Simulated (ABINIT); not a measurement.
# CdS (Greenockite): bands and cutoff in G0W0 with ABINIT, part 2 of 2

Wanted: a converged G0W0 gap of CdS (Greenockite), or an estimate of the limit.

ABINIT 10.8.3; PBE and many-body steps on it, plane waves. Known limits of the many-body steps: not at the basis limit; no spin-orbit coupling; coarse k mesh.

So far. Step 3 (Screening, 3×3×2 mesh, 116 bands, screening to 68.6 eV): Local fields lower ε∞ by 5 %. On a Γ-centred mesh this coarse the value itself is usually too large, while a short band sum pulls it down. Step 4 (116 bands, 68.6 eV): The gap on the mesh goes from 1.20 eV to 2.03 eV, a correction of +0.83 eV.

## 6. 164 bands, 90.6 eV

This step: G0W0 on PBE, plane waves, norm-conserving pseudopotentials.

run.abi

```
acell 3*1.0 Angstrom
rprim 
  4.137000000025 -0.000000000006 0.000000000000
  -2.068500000008 3.582747095481 0.000000000000
  0.000000000000 0.000000000000 6.714400000000
ntypat 2
znucl 48 16
natom 4
typat 1 1 2 2
xred 
  0.666666666667 0.333333333333 0.000000000000
  0.333333333333 0.666666666667 0.500000000000
  0.666666666667 0.333333333333 0.375000000000
  0.333333333333 0.666666666667 0.875000000000
pp_dirpath "pseudos"
pseudos "Cd.upf, S.upf"
ecut 47
ngkpt 3 3 2
nshiftk 1
shiftk 0 0 0
kptopt 1
chksymbreak 0
istwfk *1
occopt 1
irdwfk 1
optdriver 4
nband 164
gwcalctyp 0
ecutsigx 47
symsigma 1
nkptgw 2
kptgw 
  0.0000000000 0.0000000000 0.0000000000
  0.0000000000 0.0000000000 0.5000000000
bdgw 
  25 28
  23 28
ecuteps 3.33
irdscr 1
ppmodel 1
indata_prefix "in"
outdata_prefix "out"
tmpdata_prefix "tmp"
```

On the command line:

```bash
> OMP_NUM_THREADS=1 mpirun -n 4 abinit run.abi > log
```

Numbers of over 12 decimals in the logs are rounded to 6 here.

What it wrote:

```text
.Version 10.8.3 of ABINIT. v10.8.2 released Aug 2026.

 Symmetries : space group P6_3 m c (#186); Bravais hP (primitive hexag.)
[... echo of the input left out ...]
== DATASET  1 ==================================================================
-   mpi_nproc: 4, omp_nthreads: 1 (-1 if OMP is not activated)

--- !DatasetInfo
iteration_state: {dtset: 1, }
dimensions: {natom: 4, nkpt: 6, mband: 164, nsppol: 1, nspinor: 1, nspden: 1, mpw: 10374, }
cutoff_energies: {ecut:  47.0, pawecutdg:  -1.0, }
electrons: {nelect:   5.20000000E+01, charge:   0.00000000E+00, occopt:   1.00000000E+00, tsmear:   1.00000000E-02, }

 SIGMA: Calculation of the GW corrections

 Based on a program developped by R.W. Godby, V. Olevano, G. Onida, and L. Reining.
 Incorporated in ABINIT by V. Olevano, G.-M. Rignanese, and M. Torrent.
.Using double precision arithmetic ; gwpc =  8

[... cell and pseudopotentials left out ...]
--------------------------------------------------------------------------------

 ==== K-mesh for the wavefunctions ====
 Number of points in the irreducible wedge :     6
[... list of points left out ...]
 Together with 12 symmetry operations and time-reversal symmetry
 yields    18 points in the full Brillouin Zone.

 ==== Q-mesh for screening function ====
 Number of points in the irreducible wedge :     6
[... list of points left out ...]
 Together with 12 symmetry operations and time-reversal symmetry
 yields    18 points in the full Brillouin Zone.

 vcoul_init : cutoff-mode = AUXILIARY_FUNCTION
 q-points for optical limit:   1
     1)      0.000010    0.000020    0.000030
 setmesh: FFT mesh size selected  =    45x   45x   80
          total number of points  =       162000

 Number of electrons calculated from density =   52.0000; Expected =   52.0000
[...]
number of omega for Sigma on real axis              0
 max omega for Sigma on real axis  [eV]           0.00
 zcut for avoiding poles [eV]                     0.10

 EPSILON^-1 parameters (SCR file):
 dimension of the eps^-1 matrix on file            197
 dimension of the eps^-1 matrix used               197
 number of plane-waves for wavefunctions         10251
 number of bands                                   164
 number of q-points in IBZ                           6
 number of frequencies                               2
 number of real frequencies                          1
 number of imag frequencies                          1

 matrix elements of self-energy operator (all in [eV])

 Perturbative Calculation

--- !SelfEnergy_ee
iteration_state: {dtset: 1, }
kpoint     : [   0.000,    0.000,    0.000, ]
spin       : 1
KS_gap     :    1.198
QP_gap     :    2.024
Delta_QP_KS:    0.826
data: !SigmaeeData |
     Band     E0 <VxcDFT>   SigX SigC(E0)      Z dSigC/dE  Sig(E)    E-E0       E
       25   4.369 -15.331 -18.293   2.406   0.782  -0.279 -15.765  -0.434   3.935
       26   4.369 -15.331 -18.293   2.406   0.782  -0.279 -15.765  -0.434   3.935
       27   5.567 -10.684  -6.575  -3.627   0.814  -0.228 -10.292   0.392   5.959
[...]
--- !SelfEnergy_ee
iteration_state: {dtset: 1, }
kpoint     : [   0.000,    0.000,    0.500, ]
spin       : 1
KS_gap     :    3.241
QP_gap     :    4.179
Delta_QP_KS:    0.938
data: !SigmaeeData |
     Band     E0 <VxcDFT>   SigX SigC(E0)      Z dSigC/dE  Sig(E)    E-E0       E
[...]
27   7.211 -11.164  -6.784  -3.811   0.810  -0.234 -10.703   0.461   7.671
       28   7.211 -11.164  -6.784  -3.811   0.810  -0.234 -10.703   0.461   7.671

== END DATASET(S) ==============================================================
================================================================================

 -outvars: echo values of variables after computation  --------
           etotal      0.0000000000E+00
            nband         164
             nkpt           6
          spgroup         186
 [... the other variables as echoed above ...]

 Calculation completed.
```

Run time: 10 s. Hardware: 4 MPI ranks of Arm Neoverse V1, shared host; peak memory 1.2 GiB; 41 s of CPU time.

This step gave:

```yaml
g0w0_gap_on_the_points_computed: 2.024 eV
starting_gap_on_the_mesh: 1.198 eV
k_of_the_valence_top: 0, 0, 0
k_of_the_conduction_bottom: 0, 0, 0
z_at_the_valence_top: 0.782
z_at_the_conduction_bottom: 0.814
least_direct_g0w0_gap_on_the_computed_points: 2.024 eV
```

Against G0W0 in ABINIT (3×3×2 mesh, 116 bands, screening to 68.6 eV, Godby-Needs plasmon pole), the gap moves by −0.002 eV.

## 7. Screening, 3×3×2 mesh, 238 bands, screening to 120.8 eV

This step: RPA screening on PBE, plane waves, norm-conserving pseudopotentials.

Changes to run.abi since step 6:

```diff
@@ -25,17 +25,8 @@
 irdwfk 1
-optdriver 4
-nband 164
-gwcalctyp 0
-ecutsigx 47
-symsigma 1
-nkptgw 2
-kptgw 
-  0.0000000000 0.0000000000 0.0000000000
-  0.0000000000 0.0000000000 0.5000000000
-bdgw 
-  25 28
-  23 28
-ecuteps 3.33
-irdscr 1
-ppmodel 1
+optdriver 3
+nband 238
+ecuteps 4.44
+inclvkb 2
+awtr 1
+symchi 1
 indata_prefix "in"
```

What it wrote:

```text
.Version 10.8.3 of ABINIT. v10.8.2 released Aug 2026.

 Symmetries : space group P6_3 m c (#186); Bravais hP (primitive hexag.)
[... echo of the input left out ...]
== DATASET  1 ==================================================================
-   mpi_nproc: 4, omp_nthreads: 1 (-1 if OMP is not activated)

--- !DatasetInfo
iteration_state: {dtset: 1, }
dimensions: {natom: 4, nkpt: 6, mband: 238, nsppol: 1, nspinor: 1, nspden: 1, mpw: 10374, }
cutoff_energies: {ecut:  47.0, pawecutdg:  -1.0, }
[...]
--------------------------------------------------------------------------------
[... chi0 elements left out ...]
 For q-point:  0.000010 0.000020 0.000030
  dielectric constant =  13.5896
  dielectric constant without local fields =  14.3855

  Average fulfillment of the sum rule on Im[epsilon] for q-point    1 :     71.60  [%]
[... wings left out ...]
  q-point number  2        q = ( 0.333333, 0.000000, 0.000000) [r.l.u.]
--------------------------------------------------------------------------------
[... chi0 elements left out ...]
  Average fulfillment of the sum rule on Im[epsilon] for q-point    2 :     75.41  [%]

 [... 4 further q-points ...]
```

Run time: 1.9 min. Hardware: 4 MPI ranks; peak memory 1.9 GiB; 7.7 min of CPU time.

This step gave:

| Quantity | Value |
| --- | --- |
| ε∞ with local fields, on this mesh, along the program's q direction | 13.59 |
| the same without local fields | 14.39 |
| plasma frequency | 26.84 eV |
| plane waves in the screening matrix | 313 |

## 8. 238 bands, 120.8 eV

This step: G0W0 on PBE, plane waves, norm-conserving pseudopotentials.

Changes to run.abi since step 7:

```diff
@@ -25,8 +25,17 @@
 irdwfk 1
-optdriver 3
+optdriver 4
 nband 238
+gwcalctyp 0
+ecutsigx 47
+symsigma 1
+nkptgw 2
+kptgw 
+  0.0000000000 0.0000000000 0.0000000000
+  0.0000000000 0.0000000000 0.5000000000
+bdgw 
+  25 28
+  23 28
 ecuteps 4.44
-inclvkb 2
-awtr 1
-symchi 1
+irdscr 1
+ppmodel 1
 indata_prefix "in"
```

What it wrote:

```text
.Version 10.8.3 of ABINIT. v10.8.2 released Aug 2026.

 Symmetries : space group P6_3 m c (#186); Bravais hP (primitive hexag.)
[... echo of the input left out ...]
== DATASET  1 ==================================================================
-   mpi_nproc: 4, omp_nthreads: 1 (-1 if OMP is not activated)

--- !DatasetInfo
iteration_state: {dtset: 1, }
dimensions: {natom: 4, nkpt: 6, mband: 238, nsppol: 1, nspinor: 1, nspden: 1, mpw: 10374, }
cutoff_energies: {ecut:  47.0, pawecutdg:  -1.0, }
[...]
Band     E0 <VxcDFT>   SigX SigC(E0)      Z dSigC/dE  Sig(E)    E-E0       E
[...]
27   7.211 -11.164  -6.784  -3.982   0.809  -0.237 -10.842   0.322   7.533
       28   7.211 -11.164  -6.784  -3.982   0.809  -0.237 -10.842   0.322   7.533

== END DATASET(S) ==============================================================
================================================================================

 -outvars: echo values of variables after computation  --------
           etotal      0.0000000000E+00
            nband         238
             nkpt           6
          spgroup         186
 [... the other variables as echoed above ...]

 Calculation completed.
```

Wall time 23 s (4 MPI ranks); peak memory 1.6 GiB.

Numbers from this step:

```yaml
g0w0_gap_on_the_points_computed: 2.061 eV
starting_gap_on_the_mesh: 1.198 eV
k_of_the_valence_top: 0, 0, 0
k_of_the_conduction_bottom: 0, 0, 0
least_direct_g0w0_gap_on_the_computed_points: 2.061 eV
```

Against G0W0 in ABINIT (3×3×2 mesh, 164 bands, screening to 90.6 eV, Godby-Needs plasmon pole), the gap moves by +0.037 eV.

## 9. Screening, 3×3×2 mesh, 341 bands, screening to 157 eV

This step: RPA screening on PBE, plane waves, norm-conserving pseudopotentials.

Changes to run.abi since step 8:

```diff
@@ -25,17 +25,8 @@
 irdwfk 1
-optdriver 4
-nband 238
-gwcalctyp 0
-ecutsigx 47
-symsigma 1
-nkptgw 2
-kptgw 
-  0.0000000000 0.0000000000 0.0000000000
-  0.0000000000 0.0000000000 0.5000000000
-bdgw 
-  25 28
-  23 28
-ecuteps 4.44
-irdscr 1
-ppmodel 1
+optdriver 3
+nband 341
+ecuteps 5.77
+inclvkb 2
+awtr 1
+symchi 1
 indata_prefix "in"
```

What it wrote:

```text
.Version 10.8.3 of ABINIT. v10.8.2 released Aug 2026.

 Symmetries : space group P6_3 m c (#186); Bravais hP (primitive hexag.)
[... echo of the input left out ...]
== DATASET  1 ==================================================================
-   mpi_nproc: 4, omp_nthreads: 1 (-1 if OMP is not activated)

--- !DatasetInfo
iteration_state: {dtset: 1, }
dimensions: {natom: 4, nkpt: 6, mband: 341, nsppol: 1, nspinor: 1, nspden: 1, mpw: 10374, }
cutoff_energies: {ecut:  47.0, pawecutdg:  -1.0, }
[...]
--------------------------------------------------------------------------------
[... chi0 elements left out ...]
 For q-point:  0.000010 0.000020 0.000030
  dielectric constant =  13.5859
  dielectric constant without local fields =  14.3885

  Average fulfillment of the sum rule on Im[epsilon] for q-point    1 :     79.91  [%]
[... wings left out ...]
  q-point number  2        q = ( 0.333333, 0.000000, 0.000000) [r.l.u.]
--------------------------------------------------------------------------------
[... chi0 elements left out ...]
  Average fulfillment of the sum rule on Im[epsilon] for q-point    2 :     82.84  [%]

 [... 4 further q-points ...]
```

Wall time 3.5 min (4 MPI ranks); peak memory 2.7 GiB.

Numbers from this step:

```
ε∞ with local fields, on this mesh, along the program's q direction : 13.59
the same without local fields                                       : 14.39
plasma frequency                                                    : 26.84 eV
plane waves in the screening matrix                                 : 451
```

## 10. 341 bands, 157 eV

This step: G0W0 on PBE, plane waves, norm-conserving pseudopotentials.

Changes to run.abi since step 9:

```diff
@@ -25,8 +25,17 @@
 irdwfk 1
-optdriver 3
+optdriver 4
 nband 341
+gwcalctyp 0
+ecutsigx 47
+symsigma 1
+nkptgw 2
+kptgw 
+  0.0000000000 0.0000000000 0.0000000000
+  0.0000000000 0.0000000000 0.5000000000
+bdgw 
+  25 28
+  23 28
 ecuteps 5.77
-inclvkb 2
-awtr 1
-symchi 1
+irdscr 1
+ppmodel 1
 indata_prefix "in"
```

What it wrote:

```text
.Version 10.8.3 of ABINIT. v10.8.2 released Aug 2026.

 Symmetries : space group P6_3 m c (#186); Bravais hP (primitive hexag.)
[... echo of the input left out ...]
== DATASET  1 ==================================================================
-   mpi_nproc: 4, omp_nthreads: 1 (-1 if OMP is not activated)

--- !DatasetInfo
iteration_state: {dtset: 1, }
dimensions: {natom: 4, nkpt: 6, mband: 341, nsppol: 1, nspinor: 1, nspden: 1, mpw: 10374, }
cutoff_energies: {ecut:  47.0, pawecutdg:  -1.0, }
[...]
Band     E0 <VxcDFT>   SigX SigC(E0)      Z dSigC/dE  Sig(E)    E-E0       E
[...]
27   7.211 -11.164  -6.784  -4.099   0.808  -0.238 -10.937   0.227   7.437
       28   7.211 -11.164  -6.784  -4.099   0.808  -0.238 -10.937   0.227   7.437

== END DATASET(S) ==============================================================
================================================================================

 -outvars: echo values of variables after computation  --------
           etotal      0.0000000000E+00
            nband         341
             nkpt           6
          spgroup         186
 [... the other variables as echoed above ...]

 Calculation completed.
```

Wall time 55 s (4 MPI ranks); peak memory 2.5 GiB; 3.7 min of CPU time.

Numbers from this step:

```yaml
g0w0_gap_on_the_points_computed: 2.088 eV
starting_gap_on_the_mesh: 1.198 eV
k_of_the_valence_top: 0, 0, 0
k_of_the_conduction_bottom: 0, 0, 0
least_direct_g0w0_gap_on_the_computed_points: 2.088 eV
```

Against G0W0 in ABINIT (3×3×2 mesh, 238 bands, screening to 120.8 eV, Godby-Needs plasmon pole), the gap moves by +0.027 eV.

## 11. Screening, 3×3×2 mesh, 483 bands, screening to 201.4 eV

This step: RPA screening on PBE, plane waves, norm-conserving pseudopotentials.

Changes to run.abi since step 10:

```diff
@@ -25,17 +25,8 @@
 irdwfk 1
-optdriver 4
-nband 341
-gwcalctyp 0
-ecutsigx 47
-symsigma 1
-nkptgw 2
-kptgw 
-  0.0000000000 0.0000000000 0.0000000000
-  0.0000000000 0.0000000000 0.5000000000
-bdgw 
-  25 28
-  23 28
-ecuteps 5.77
-irdscr 1
-ppmodel 1
+optdriver 3
+nband 483
+ecuteps 7.4
+inclvkb 2
+awtr 1
+symchi 1
 indata_prefix "in"
```

What it wrote:

```text
.Version 10.8.3 of ABINIT. v10.8.2 released Aug 2026.

 Symmetries : space group P6_3 m c (#186); Bravais hP (primitive hexag.)
[... echo of the input left out ...]
== DATASET  1 ==================================================================
-   mpi_nproc: 4, omp_nthreads: 1 (-1 if OMP is not activated)

--- !DatasetInfo
iteration_state: {dtset: 1, }
dimensions: {natom: 4, nkpt: 6, mband: 483, nsppol: 1, nspinor: 1, nspden: 1, mpw: 10374, }
cutoff_energies: {ecut:  47.0, pawecutdg:  -1.0, }
[...]
--------------------------------------------------------------------------------
[... chi0 elements left out ...]
 For q-point:  0.000010 0.000020 0.000030
  dielectric constant =  13.5804
  dielectric constant without local fields =  14.3895

  Average fulfillment of the sum rule on Im[epsilon] for q-point    1 :     85.84  [%]
[... wings left out ...]
  q-point number  2        q = ( 0.333333, 0.000000, 0.000000) [r.l.u.]
--------------------------------------------------------------------------------
[... chi0 elements left out ...]
  Average fulfillment of the sum rule on Im[epsilon] for q-point    2 :     87.94  [%]

 [... 4 further q-points ...]
```

The job ended after 6.7 min (4 MPI ranks; peak memory 3.8 GiB; 27 min of CPU time).

Numbers from this step:

```yaml
eps_infinity_with_local_fields_on_this_mesh_along_the_program_s_q_direction: 13.58
the_same_without_local_fields: 14.39
plasma_frequency: 26.84 eV
plane_waves_in_the_screening_matrix: 639
```

## 12. 483 bands, 201.4 eV

This step: G0W0 on PBE, plane waves, norm-conserving pseudopotentials.

Changes to run.abi since step 11:

```diff
@@ -25,8 +25,17 @@
 irdwfk 1
-optdriver 3
+optdriver 4
 nband 483
+gwcalctyp 0
+ecutsigx 47
+symsigma 1
+nkptgw 2
+kptgw 
+  0.0000000000 0.0000000000 0.0000000000
+  0.0000000000 0.0000000000 0.5000000000
+bdgw 
+  25 28
+  23 28
 ecuteps 7.4
-inclvkb 2
-awtr 1
-symchi 1
+irdscr 1
+ppmodel 1
 indata_prefix "in"
```

What it wrote:

```text
.Version 10.8.3 of ABINIT. v10.8.2 released Aug 2026.

 Symmetries : space group P6_3 m c (#186); Bravais hP (primitive hexag.)
[... echo of the input left out ...]
== DATASET  1 ==================================================================
-   mpi_nproc: 4, omp_nthreads: 1 (-1 if OMP is not activated)

--- !DatasetInfo
iteration_state: {dtset: 1, }
dimensions: {natom: 4, nkpt: 6, mband: 483, nsppol: 1, nspinor: 1, nspden: 1, mpw: 10374, }
cutoff_energies: {ecut:  47.0, pawecutdg:  -1.0, }
[...]
Band     E0 <VxcDFT>   SigX SigC(E0)      Z dSigC/dE  Sig(E)    E-E0       E
[...]
27   7.211 -11.164  -6.784  -4.181   0.807  -0.238 -11.003   0.161   7.372
       28   7.211 -11.164  -6.784  -4.181   0.807  -0.238 -11.003   0.161   7.372

== END DATASET(S) ==============================================================
================================================================================

 -outvars: echo values of variables after computation  --------
           etotal      0.0000000000E+00
            nband         483
             nkpt           6
          spgroup         186
 [... the other variables as echoed above ...]

 Calculation completed.
```

Run time: 2.4 min. Hardware: 4 MPI ranks; peak memory 3.9 GiB; 9.6 min of CPU time.

Numbers from this step:

| Item | Value |
| --- | --- |
| G0W0 gap on the points computed | 2.113 eV |
| starting gap on the mesh | 1.198 eV |
| k of the valence top | 0, 0, 0 |
| k of the conduction bottom | 0, 0, 0 |
| least direct G0W0 gap on the computed points | 2.113 eV |

Against G0W0 in ABINIT (3×3×2 mesh, 341 bands, screening to 157 eV, Godby-Needs plasmon pole), the gap moves by +0.025 eV.

## 13. Side by side

Times are wall times on 4 MPI ranks of Arm Neoverse V1, shared host, good to a factor of about two. A run's time includes the screening step that it read.

| run | mesh | bands | screening cutoff (eV) | DFT gap (eV) | gap on the mesh (eV) | direct (eV) | ε∞ used | time |
| --- | --- | --- | --- | --- | --- | --- | --- | --- |
| 116 bands, 68.6 eV | 3×3×2 | 116 | 68.6 | 1.198 | 2.026 | 2.026 | 13.65 | 46 s |
| 164 bands, 90.6 eV | 3×3×2 | 164 | 90.6 | 1.198 | 2.024 | 2.024 | 13.61 | 78 s |
| 238 bands, 120.8 eV | 3×3×2 | 238 | 120.8 | 1.198 | 2.061 | 2.061 | 13.59 | 2.3 min |
| 341 bands, 157 eV | 3×3×2 | 341 | 157 | 1.198 | 2.088 | 2.088 | 13.59 | 4.4 min |
| 483 bands, 201.4 eV | 3×3×2 | 483 | 201.4 | 1.198 | 2.113 | 2.113 | 13.58 | 9.1 min |

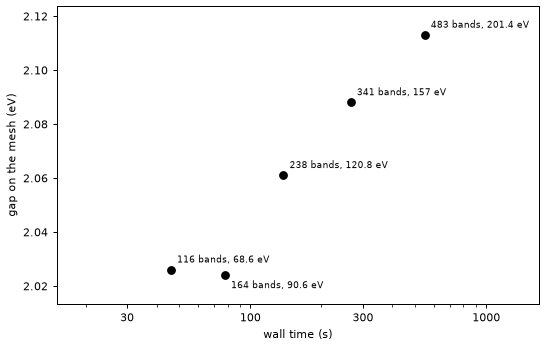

Result against wall time.

## 14. Summary of results

```yaml
116_bands_68p6_ev: 2.026 eV
164_bands_90p6_ev: 2.024 eV
238_bands_120p8_ev: 2.061 eV
341_bands_157_ev: 2.088 eV
483_bands_201p4_ev: 2.113 eV
known_limits: not at the basis limit; no spin-orbit coupling; coarse k mesh
```

**Reading.** From the first rung to the last the gap moves by +0.09 eV for 12 times the time. In the G0W0 runs levels were corrected at 2 k points alone, so a gap called «on the mesh» is the least over those, and an edge elsewhere would be missed. The 3×3×2 mesh is coarse for this cell, which bears on the long-range parts of exchange and screening. The many-body steps are scalar-relativistic: spin-orbit coupling is not in them.

[Paths, hosts, dates, memory and timing lines, banners, echoed tables and standing remarks are left out of the program output.]

[Logs are printed without paths, hosts, clocks, repeated set-up lines and the standing remarks that a program may print on its own settings, such as how far it seeks lower states.]

[Runs of the session that timed out or met a known fault of the program may be left out.]

[Hosts, paths, dates, database ids (printed as entryN), source tags and the programs' standing remarks are cut or masked in the printed files.]

[G0W0 gaps are taken among the corrected bands and points alone; a level outside them can change the order at an edge.]

[Where Ansatz stands beside ABINIT at settings called matched, ABINIT's density can come from a denser mesh and the files from another edition; pairs whose starting gaps differed by over 0.03 eV were left out, so agreement reads better than it is.]
